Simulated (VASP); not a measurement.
# ZnO (zincite): the band gap up a ladder of functionals, part 3 of 6

How far up the ladder of functionals must one climb to get the gap of ZnO (zincite) right? The start is a cell from a database of measured crystal structures.

VASP 6.6.1, plane waves and PAW; the level of theory is named at each step.

So far, least gap on mesh and path (eV): step 2 (bands, level LDA) 0.730; step 3 (bands, level PBE) 0.785; step 4 (bands, level r2SCAN) 1.23; step 5 (bands, level TB-mBJ) 2.58.

### 6. Bands with BLYP

This step: BLYP; plane waves and PAW (Zn, O) (VASP 6.6.1).

BLYP comes from molecular chemistry and underbinds dense solids.

Contents of INCAR:

```
SYSTEM = ZnO
PREC = Accurate
ENCUT = 520
EDIFF = 1E-06
NELM = 100
ISMEAR = 0
SIGMA = 0.02
LREAL = .FALSE.
ALGO = Normal
GGA = B5
ALDAX = 1
AGGAX = 1
AGGAC = 1
ALDAC = 0
NBANDS = 32
LORBIT = 11
LWAVE = .FALSE.
LCHARG = .FALSE.
KPAR = 8
```

Contents of POSCAR:

```
ZnO
1.0
    3.2493080000      0.0000000000      0.0000000000
   -1.6246540000      2.8139832727      0.0000000000
    0.0000000000      0.0000000000      5.2057090000
Zn O
2 2
Direct
    0.3333333333      0.6666666667      0.5000000000
    0.6666666667      0.3333333333      0.0000000000
    0.6666666667      0.3333333333      0.3790100000
    0.3333333333      0.6666666667      0.8790100000
```

Contents of KPOINTS:

```
Automatic mesh
0
Gamma
5 5 3
0 0 0
```

Contents of KPOINTS_OPT:

```
Line mode
16
Line-mode
Reciprocal
  0.00000000   0.00000000   0.00000000 GAMMA
  0.50000000   0.00000000   0.00000000 M

  0.50000000   0.00000000   0.00000000 M
  0.33333333   0.33333333   0.00000000 K

  0.33333333   0.33333333   0.00000000 K
  0.00000000   0.00000000   0.00000000 GAMMA

  0.00000000   0.00000000   0.00000000 GAMMA
  0.00000000   0.00000000   0.50000000 A

  0.00000000   0.00000000   0.50000000 A
  0.50000000   0.00000000   0.50000000 L

  0.50000000   0.00000000   0.50000000 L
  0.33333333   0.33333333   0.50000000 H

  0.33333333   0.33333333   0.50000000 H
  0.00000000   0.00000000   0.50000000 A

  0.50000000   0.00000000   0.50000000 L
  0.50000000   0.00000000   0.00000000 M

  0.33333333   0.33333333   0.00000000 K
  0.33333333   0.33333333   0.50000000 H
```

PAW data sets: Zn and O (PBE family, release 64).

Started as:

```console
$ mpirun -np 8 vasp_std
```

Numbers of over 12 decimals in the logs are rounded to 6 here.

The program printed:

```text
[banner, memory and clock lines left out]
running    8 mpi-ranks, on    1 nodes
[...]
[... a notice as in an earlier step ...]

 [... a notice as in an earlier step ...]

 LDA part: xc-table for (Slater(with rela. corr.)+VWN5), standard interpolation
 POSCAR, INCAR and KPOINTS ok, starting setup
[...]
entering main loop
       N       E                     dE             d eps       ncg     rms          rms(c)
DAV:   1     0.316250770981E+03    0.31625E+03   -0.17456E+04   672   0.165E+03
DAV:   2     0.153260779931E+02   -0.30092E+03   -0.27388E+03   640   0.386E+02
DAV:   3    -0.195815800305E+02   -0.34908E+02   -0.34378E+02   768   0.123E+02
DAV:   4    -0.202619867955E+02   -0.68041E+00   -0.67980E+00   696   0.183E+01
[...]
DAV:  12    -0.163663013192E+02   -0.21370E-05   -0.12837E-04   736   0.337E-01    0.109E-02
DAV:  13    -0.163663038383E+02   -0.25191E-05   -0.22321E-05   728   0.889E-02    0.920E-03
DAV:  14    -0.163663031157E+02    0.72255E-06   -0.70223E-06   752   0.197E-02
   1 F= -.16366303E+02 E0= -.16366303E+02  d E =-.880957E-18
 Start KPOINTS_OPT (optional k-point list driver)
k-point batch [1-10\144]
       N       E                     dE             ncg
DAV:   1     0.187610131497E+04   -0.16150E+04      672
DAV:   2    -0.100307468541E+04   -0.28792E+04      640
DAV:   3    -0.134193929867E+04   -0.33886E+03      752
DAV:   4    -0.134873732139E+04   -0.67980E+01      720
DAV:   5    -0.134876056673E+04   -0.23245E-01      776
DAV:   6    -0.134876068704E+04   -0.12031E-03      688
DAV:   7    -0.134876068795E+04   -0.91683E-06      712
[...]
k-point batch [141-144\144]
       N       E                     dE             ncg
DAV:   1     0.976791976302E+04   -0.54059E+04      264
DAV:   2     0.861965124533E+04   -0.11483E+04      264
DAV:   3     0.848827837299E+04   -0.13137E+03      296
DAV:   4     0.848586568818E+04   -0.24127E+01      272
DAV:   5     0.848585778436E+04   -0.79038E-02      312
DAV:   6     0.848585774083E+04   -0.43530E-04      264
DAV:   7     0.848585774049E+04   -0.34253E-06      280
```

Elapsed: 18 s, on 8 MPI ranks of Intel Xeon Platinum 8488C (Sapphire Rapids), shared host; peak memory 1.4 GiB.

Parts of OUTCAR (step 6):

```text
  Total        2.9072318      2.9072318      3.4982350      0.0000000      0.0000000      0.0000000
  in kB       97.8583668     97.8583668    117.7517261      0.0000000      0.0000000      0.0000000
  external PRESSURE =     104.4894866 kB  Pullay stress =       0.0000000 kB

 POSITION                                       TOTAL-FORCE (eV/Angst)
 -----------------------------------------------------------------------------------
     -0.00000      1.87599      2.60285        -0.000000      0.000000     -0.073422
      1.62465      0.93799      0.00000         0.000000     -0.000000     -0.073422
      1.62465      0.93799      1.97302        -0.000000     -0.000000      0.073422
     -0.00000      1.87599      4.57587         0.000000      0.000000      0.073422
 -----------------------------------------------------------------------------------
    total drift:                               -0.000000     -0.000000      0.000151

  FREE ENERGIE OF THE ION-ELECTRON SYSTEM (eV)
  ---------------------------------------------------
  free  energy   TOTEN  =       -16.3663031157 eV

  energy  without entropy=      -16.3663031157  energy(sigma->0) =      -16.36630312

[... 2 parts as in an earlier step ...]

[... 1 further part left out ...]
[key lines of the parts left out:]
E-fermi :   1.6209
```

At this level the cell is under a pressure of 10.4 GPa, so at these settings it is away from equilibrium.

Electronic bands along the path, in eV, zero at the valence-band top; v1 is the highest filled band, c1 the lowest empty one:

```
    point     v4     v3     v2     v1    c1    c2     c3
        Γ  -0.81  -0.07   0.00   0.00  0.96  5.28   8.43
        M  -2.81  -2.26  -1.26  -0.82  5.85  7.08   7.81
        K  -3.54  -1.90  -1.90  -1.69  7.70  7.70   7.93
        Γ  -0.81  -0.07   0.00   0.00  0.96  5.28   8.43
        A  -0.40  -0.40  -0.40  -0.40  3.58  3.58  10.24
        L  -1.50  -1.50  -1.35  -1.35  5.89  5.89   8.47
        H  -2.66  -2.66  -1.22  -1.22  8.07  8.07   8.23
        A  -0.40  -0.40  -0.40  -0.40  3.58  3.58  10.24
jump to L  -1.50  -1.50  -1.35  -1.35  5.89  5.89   8.47
        M  -2.81  -2.26  -1.26  -0.82  5.85  7.08   7.81
jump to K  -3.54  -1.90  -1.90  -1.69  7.70  7.70   7.93
        H  -2.66  -2.66  -1.22  -1.22  8.07  8.07   8.23
```

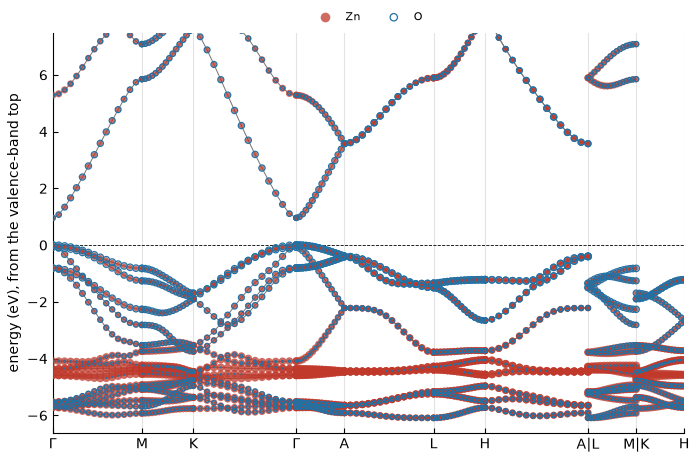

Electronic bands along the path; dots are coloured as in the legend, and their area grows with the weight.

The gap is 0.96 eV, direct at Γ. Against LDA that is +0.23 eV; this run took 1.6 times the core time. The gap lies -2.42 eV from the measured 3.38 eV.

### 7. Bands with SCAN

This step: SCAN; plane waves and PAW (Zn, O) (VASP 6.6.1).

SCAN adds the kinetic-energy density; it is numerically more delicate than r2SCAN.

Changes to INCAR since step 6:

```diff
@@ -9,7 +9,4 @@
 ALGO = Normal
-GGA = B5
-ALDAX = 1
-AGGAX = 1
-AGGAC = 1
-ALDAC = 0
+METAGGA = SCAN
+LASPH = .TRUE.
 NBANDS = 32
```

POSCAR is that of step 6.

KPOINTS is that of step 6.

KPOINTS_OPT is that of step 6.

Started as:

```console
$ mpirun -np 8 vasp_std
```

The program printed:

```text
[... set-up lines as in an earlier step ...]
 entering main loop
       N       E                     dE             d eps       ncg     rms          rms(c)
DAV:   1     0.283579609149E+03    0.28358E+03   -0.17781E+04   664   0.169E+03
DAV:   2    -0.201817474467E+02   -0.30376E+03   -0.27663E+03   640   0.392E+02
DAV:   3    -0.552920344700E+02   -0.35110E+02   -0.34522E+02   776   0.124E+02
DAV:   4    -0.559640761179E+02   -0.67204E+00   -0.67147E+00   712   0.183E+01
[...]
DAV:  13    -0.459110041283E+02   -0.14578E-05   -0.45180E-05   728   0.492E-02    0.685E-03
DAV:  14    -0.459110055973E+02   -0.14690E-05   -0.35761E-06   824   0.230E-02    0.331E-03
DAV:  15    -0.459110046519E+02    0.94542E-06   -0.81690E-07   344   0.135E-02
   1 F= -.45911005E+02 E0= -.45911005E+02  d E =-.919380E-49
 Start KPOINTS_OPT (optional k-point list driver)
k-point batch [1-10\144]
       N       E                     dE             ncg
DAV:   1     0.162457337457E+04   -0.18666E+04      672
DAV:   2    -0.131146749047E+04   -0.29360E+04      640
DAV:   3    -0.165317657563E+04   -0.34171E+03      744
DAV:   4    -0.165971655090E+04   -0.65400E+01      712
DAV:   5    -0.165973569688E+04   -0.19146E-01      768
DAV:   6    -0.165973577986E+04   -0.82978E-04      704
DAV:   7    -0.165973578039E+04   -0.53116E-06      680
[...]
k-point batch [141-144\144]
       N       E                     dE             ncg
DAV:   1     0.966599690855E+04   -0.55079E+04      264
DAV:   2     0.849499744712E+04   -0.11710E+04      264
DAV:   3     0.836278896519E+04   -0.13221E+03      296
DAV:   4     0.836044646936E+04   -0.23425E+01      272
DAV:   5     0.836043988547E+04   -0.65839E-02      312
DAV:   6     0.836043985526E+04   -0.30208E-04      264
DAV:   7     0.836043985507E+04   -0.19493E-06      264
```

It took 36 s on 8 MPI ranks; peak memory 1.4 GiB; 4.7 min of CPU time.

Parts of OUTCAR (step 7):

```text
  Total       -0.5993495     -0.5993495     -0.0266763      0.0000000      0.0000000      0.0000000
  in kB      -20.1742997    -20.1742997     -0.8979313      0.0000000      0.0000000      0.0000000
  external PRESSURE =     -13.7488435 kB  Pullay stress =       0.0000000 kB

 POSITION                                       TOTAL-FORCE (eV/Angst)
 -----------------------------------------------------------------------------------
     -0.00000      1.87599      2.60285        -0.000000      0.000000     -0.103605
      1.62465      0.93799      0.00000         0.000000      0.000000     -0.103605
      1.62465      0.93799      1.97302        -0.000000      0.000000      0.103605
     -0.00000      1.87599      4.57587        -0.000000     -0.000000      0.103605
 -----------------------------------------------------------------------------------
    total drift:                                0.000000      0.000000     -0.162436

  FREE ENERGIE OF THE ION-ELECTRON SYSTEM (eV)
  ---------------------------------------------------
  free  energy   TOTEN  =       -45.9110046519 eV

  energy  without entropy=      -45.9110046519  energy(sigma->0) =      -45.91100465

[... 2 parts as in an earlier step ...]

[... 1 further part left out ...]
[key lines of the parts left out:]
E-fermi :   1.0089
```

The electronic bands at the labelled points (eV, zero at the valence-band top; v1 is the highest filled band, c1 the lowest empty one):

```
    point     v4     v3     v2     v1    c1    c2     c3
        Γ  -0.83  -0.07   0.00   0.00  1.15  5.75   8.82
        M  -2.85  -2.33  -1.29  -0.84  6.32  7.29   8.07
        K  -3.56  -1.94  -1.94  -1.73  8.09  8.33   8.33
        Γ  -0.83  -0.07   0.00   0.00  1.15  5.75   8.82
        A  -0.41  -0.41  -0.41  -0.41  3.87  3.87  10.77
        L  -1.54  -1.54  -1.38  -1.38  6.19  6.19   9.07
        H  -2.71  -2.71  -1.26  -1.26  8.45  8.45   8.63
        A  -0.41  -0.41  -0.41  -0.41  3.87  3.87  10.77
jump to L  -1.54  -1.54  -1.38  -1.38  6.19  6.19   9.07
        M  -2.85  -2.33  -1.29  -0.84  6.32  7.29   8.07
jump to K  -3.56  -1.94  -1.94  -1.73  8.09  8.33   8.33
        H  -2.71  -2.71  -1.26  -1.26  8.45  8.45   8.63
```

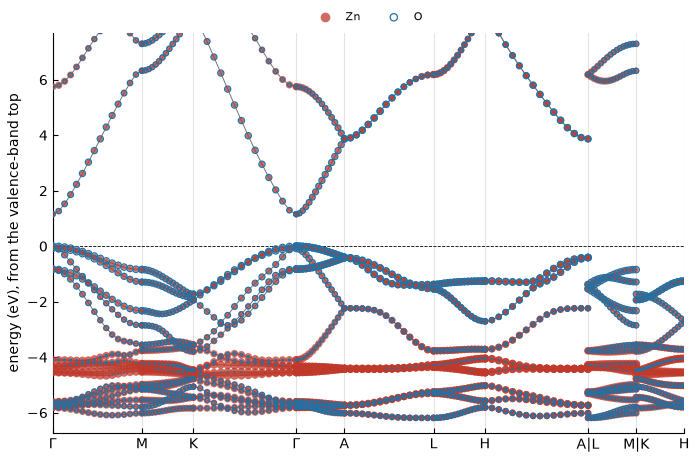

Electronic bands along the path; dots are coloured as in the legend, and their area grows with the weight.

The gap is 1.15 eV, direct at Γ. Against LDA that is +0.42 eV; this run took 3.3 times the core time. The gap lies -2.23 eV from the measured 3.38 eV.

### 8. Starting orbitals for the hybrid

This step: PBE; plane waves and PAW (Zn, O) (VASP 6.6.1).

A hybrid converges badly from random orbitals, so a cheap semilocal run writes a WAVECAR on the same mesh first.

Contents of INCAR:

```
SYSTEM = ZnO
PREC = Accurate
ENCUT = 520
EDIFF = 1E-05
NELM = 100
ISMEAR = 0
SIGMA = 0.02
LREAL = .FALSE.
ALGO = Normal
GGA = PE
NBANDS = 24
LORBIT = 11
LWAVE = .TRUE.
LCHARG = .FALSE.
KPAR = 8
```

POSCAR is that of step 7.

KPOINTS is that of step 7.

Started as:

```console
$ mpirun -np 8 vasp_std
```

The program printed:

```text
[... set-up lines as in an earlier step ...]
 entering main loop
       N       E                     dE             d eps       ncg     rms          rms(c)
DAV:   1     0.291666398283E+03    0.29167E+03   -0.18405E+04   480   0.218E+03
DAV:   2     0.779138370700E+01   -0.28388E+03   -0.27008E+03   536   0.425E+02
DAV:   3    -0.206117225513E+02   -0.28403E+02   -0.28173E+02   544   0.142E+02
DAV:   4    -0.210604852257E+02   -0.44876E+00   -0.44840E+00   568   0.189E+01
DAV:   5    -0.210631330245E+02   -0.26478E-02   -0.26478E-02   552   0.139E+00    0.147E+01
DAV:   6    -0.176599594291E+02    0.34032E+01   -0.90367E+00   808   0.665E+01    0.907E+00
DAV:   7    -0.178447213414E+02   -0.18476E+00   -0.27463E+00   496   0.181E+01    0.537E+00
DAV:   8    -0.178596576376E+02   -0.14936E-01   -0.61117E-01   728   0.796E+00    0.166E+00
DAV:   9    -0.178070756907E+02    0.52582E-01   -0.12911E-01   744   0.676E+00    0.307E-01
DAV:  10    -0.178101573466E+02   -0.30817E-02   -0.44563E-02   496   0.146E+00    0.143E-01
DAV:  11    -0.178101526489E+02    0.46976E-05   -0.94705E-04   616   0.337E-01    0.305E-02
DAV:  12    -0.178102096874E+02   -0.57038E-04   -0.76590E-05   584   0.102E-01    0.298E-02
DAV:  13    -0.178102060002E+02    0.36873E-05   -0.16711E-05   368   0.922E-02
   1 F= -.17810206E+02 E0= -.17810206E+02  d E =-.432918E-29
 writing wavefunctions
```

The job ended after 2.8 s (8 MPI ranks; peak memory 1.3 GiB; 18 s of CPU time).

Parts of OUTCAR (step 8):

```text
   k-points           NKPTS =     10   k-points in BZ     NKDIM =     10   number of bands    NBANDS=     24

   NELECT =      36.0000    total number of electrons

 E-fermi :   1.3636

 k-point     1 :       0.0000    0.0000    0.0000
  band No.  band energies     occupation
    ...
     14       0.3974      2.00000
     15       0.3974      2.00000
     16       1.1382      2.00000
     17       1.2093      2.00000
     18       1.2093      2.00000
     19       1.9934      0.00000
     20       6.4118      0.00000
     21       9.4690      0.00000
     22      14.0494      0.00000
     23      14.0494      0.00000
    ...

  Total        1.4976768      1.4976768      2.0037595      0.0000000      0.0000000      0.0000000
  in kB       50.4122863     50.4122863     67.4471960      0.0000000      0.0000000      0.0000000
  external PRESSURE =      56.0905896 kB  Pullay stress =       0.0000000 kB

 POSITION                                       TOTAL-FORCE (eV/Angst)
 -----------------------------------------------------------------------------------
     -0.00000      1.87599      2.60285         0.000000      0.000000     -0.075256
      1.62465      0.93799      0.00000        -0.000000     -0.000000     -0.075256
      1.62465      0.93799      1.97302         0.000000     -0.000000      0.075256
     -0.00000      1.87599      4.57587        -0.000000      0.000000      0.075256
 -----------------------------------------------------------------------------------
    total drift:                               -0.000000     -0.000000      0.000711

  FREE ENERGIE OF THE ION-ELECTRON SYSTEM (eV)
  ---------------------------------------------------
  free  energy   TOTEN  =       -17.8102060002 eV

  energy  without entropy=      -17.8102060002  energy(sigma->0) =      -17.81020600

[... 8 parts as in an earlier step ...]

[... 8 further parts left out ...]
```

The gap is read on the k-mesh alone, so it is an upper bound where the band edges lie off the mesh. At this level the cell is under a pressure of 5.6 GPa, so at these settings it is away from equilibrium.

A gap read on the k-mesh alone can miss the band edges.

Numbers from this step:

| Item | Value |
| --- | --- |
| SCF cycles | 13 |
| bands | 24 |
| free energy (TOTEN) | -17.81 eV |
| Fermi energy | 1.364 eV |
| pressure | 5.609 GPa |
| gap on the k-mesh | 0.7841 eV |
| least direct gap on the k-mesh | 0.7841 eV |

Force by atom:

```
atom  x (eV/Å)  y (eV/Å)  z (eV/Å)    size
 Zn1    0.0000    0.0000   -0.0753  0.0753
 Zn2    0.0000    0.0000   -0.0753  0.0753
  O3    0.0000    0.0000    0.0753  0.0753
  O4    0.0000    0.0000    0.0753  0.0753
```

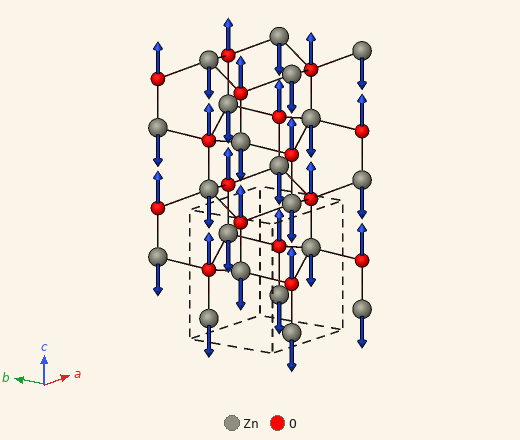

Force as arrows, the longest 0.0753 eV/Å. 2×2×2 cells are drawn. Some periodic images of atoms are drawn too.

(Continued in part 4 of 6.)

[Lines on the potential files, build, host, timing and source positions are cut from VASP's logs without a mark.]

[Logs are printed without paths, hosts, clocks, repeated set-up lines and the standing remarks that a program may print on its own settings, such as how far it seeks lower states.]

[Hosts, paths, dates, database ids (printed as entryN), source tags and the programs' standing remarks are cut or masked in the printed files.]

[Measured values are set beside computed ones only where the two were judged alike; some that the calculation misses by far are left out.]
